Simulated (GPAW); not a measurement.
The Be K edge of atom 1 in Be (Im-3m), with 8 Be at 2.17 Å and 6 Be at 2.51 Å (cube and octahedron, as in bcc, site symmetry m-3m), was computed in 2 ways: excited-electron core hole (neutral cell) and no core hole. Program and functional: GPAW, LDA, Gaussian full width 0.9 eV up to 4 eV, rising linearly to 3.5 eV at 25 eV; cells of 1 and 15 atoms (the run without a hole in the smaller).

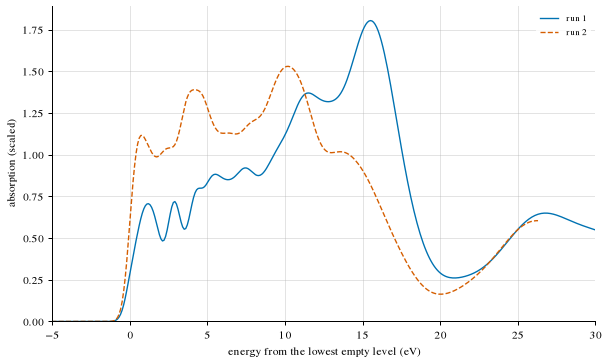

Each run is counted from its own lowest empty level or Fermi level and scaled to a mean of 1 over its first 20 eV.

This is not the structure that Be takes at ambient pressure and room temperature (hexagonal, No. 194); it is a model or a phase of other conditions.

Q: Which run is which?

Run 1: no core hole (area from −2 to 6 eV 4.1, main maxima 1.2 eV (0.71), 2.9 eV (0.72), 7.4 eV (0.92), 11.5 eV (1.37) and 15.5 eV (1.80)). Run 2: excited-electron core hole (neutral cell) (area from −2 to 6 eV 7.0, main maxima 0.8 eV (1.12), 4.2 eV (1.39) and 10.2 eV (1.53)). With each curve scaled to its own mean, the area from −2 to 6 eV with the hole is 7.0 against 4.1, and the centre of weight from −1 to 20 eV moves by -2.4 eV: the hole pulls the absorber's empty states down.

[Hosts, paths, dates, database ids (printed as entryN), source tags and the programs' standing remarks are cut or masked in the printed files.]

[Lists of maxima count a maximum above −3 eV only where it reaches 4 % of the highest in the window and stands out from its surroundings by 2 % of it (1.5 % where it reaches 55 %); shoulders and weaker maxima are passed over, and of the rest the first, up to two pre-edge ones and the few strongest are named.]
